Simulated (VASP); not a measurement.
Band structure of HfS₂ (1T layered). Method: PBEsol GGA, VASP's PBE PAW potentials (set 64) (plane waves; VASP).

Without a dispersion term in the relaxation, distances and binding between the weakly bound layers, chains or molecules are unreliable, and so is what depends on them. Unless said otherwise, spin-orbit coupling is left out, though it shifts the bands of the heavy elements here.

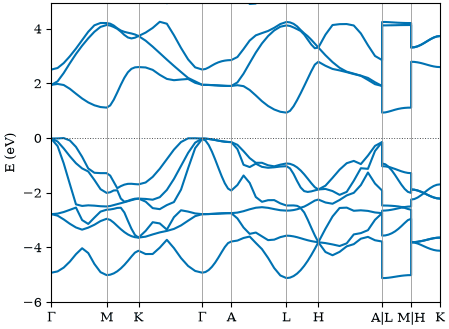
*Bands along high-symmetry lines, zero at the valence-band maximum or, without a gap, the Fermi level*

Read the plot: is there a gap, and where are the band edges?

The gap is indirect, 0.93 eV, from the valence maximum at Γ-M at 0.22 to the conduction minimum at L. (Edges off the drawn lines would not show.)

Measured: gap 1.80 eV (computed value off by -0.87 eV), as given by Miłosz Rybak et al., Nanomaterials (2022), arXiv:2210.12074.

The compound is HfS2 in the 1T layered structure. It was relaxed first.
